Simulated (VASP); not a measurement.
Band structure of SiMo (space group P6_3/mmc). Method: PBE GGA, VASP's PBE PAW potentials (set 64) (plane waves; VASP).

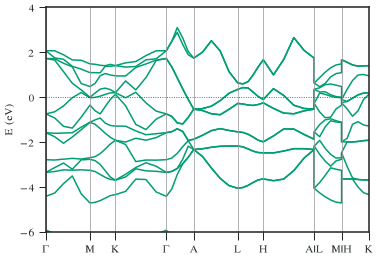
Fig. 1. Bands along high-symmetry lines, zero at the valence-band maximum or, without a gap, the Fermi level

### Question
Read the plot: is there a gap, and where are the band edges?

### Answer
It has no gap at this level: it comes out as a metal or semimetal.

The structure was generated: SiMo was put into an ordered model structure, which need not be its known phase. The cell was not relaxed at this level.
